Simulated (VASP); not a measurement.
Band structure of HgO (relaxed from the NiAs type structure, space group P6_3/mmc). Method: PBEsol GGA, VASP's PBE PAW potentials (set 64) (plane waves; VASP 6.6.1).

Unless said otherwise, spin-orbit coupling is left out, though it shifts the bands of the heavy elements here.

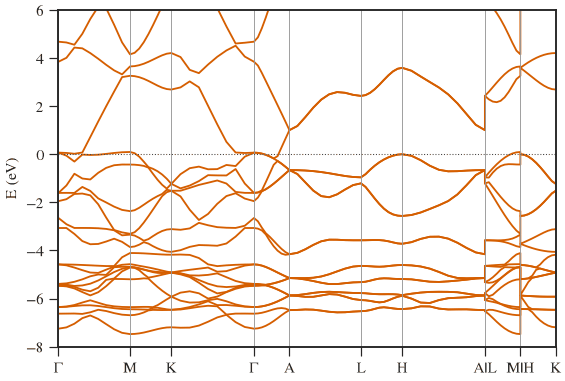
Figure. Bands along high-symmetry lines, zero at the valence-band maximum or, without a gap, the Fermi level

Q: Read the plot: is there a gap, and where are the band edges?

A: It has no gap at this level: it comes out as a metal or semimetal. (Edges off the drawn lines would not show.)

The structure was generated: HgO was put into the NiAs type type (P6_3/mmc), which need not be its known phase. It was relaxed first, which changed the volume by +53 %.
